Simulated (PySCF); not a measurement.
System: C$_{3}$H$_{9}$FGa (charge −1).

```
atom    x (Å)    y (Å)    z (Å)
   C  -1.3306   0.5991  -0.4129
   C  -0.6427  -0.7582  -0.3227
   C   0.5358  -0.7693   0.6462
  Ga   2.0681   0.4691   0.1354
   H  -1.7111   0.9150   0.5738
   H  -0.6221   1.3750  -0.7455
   H  -2.1824   0.5910  -1.1153
   H  -1.4062  -1.5209  -0.0574
   H  -0.2865  -1.0358  -1.3326
   H   0.1855  -0.5256   1.6680
   H   0.9714  -1.7837   0.7042
   H   2.2954   0.4546  -1.4716
   H   1.9607   1.9636   0.7462
   F   3.5884  -0.2947   0.9063
```

Geometry: PBE0-D3(BJ)/ma-def2-SVP.

These are results of DFT single point, gas phase, functional wB97X (PySCF 2.14.0, density-fitted response routines), not measurements.

What will maps of the electron density and electron localisation function show?

Ga–F (1.87 Å): the density is about 0.67 e/Å³ at the midpoint; the ELF peaks at about 0.85 in the valence shell of F, 0.5 Å from its nucleus, and is about 0.15 at the midpoint.
C–Ga (2.04 Å): the density is about 0.7 e/Å³ at the midpoint; the ELF peaks at about 0.95 in the valence shell of C, 0.7 Å from its nucleus, and is about 0.60 at the midpoint.
C–H (1.10 Å): ρ at the midpoint is about 1.9 e/Å³; the ELF climbs to about 1 towards the hydrogen, as it does in any bond to H; a covalent bond by its length.

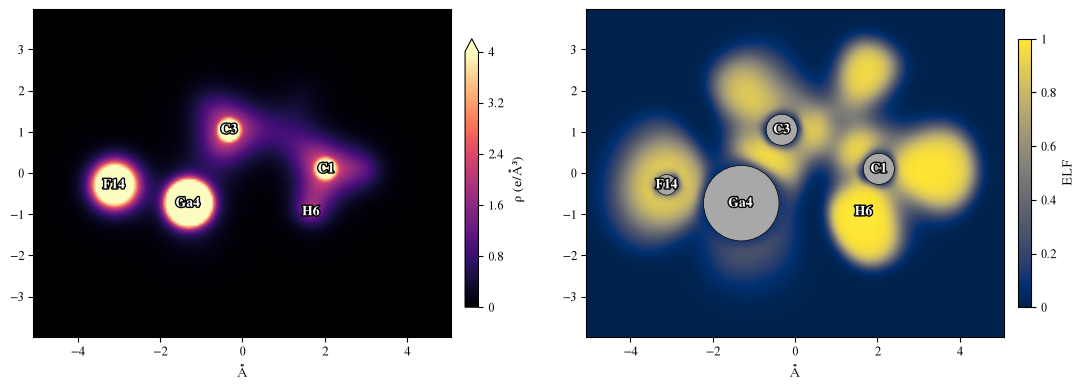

Computed electron density and electron localisation function on the plane of atoms C3, Ga4 and F14, in this order. Grey discs cover the atomic cores in the ELF map. 
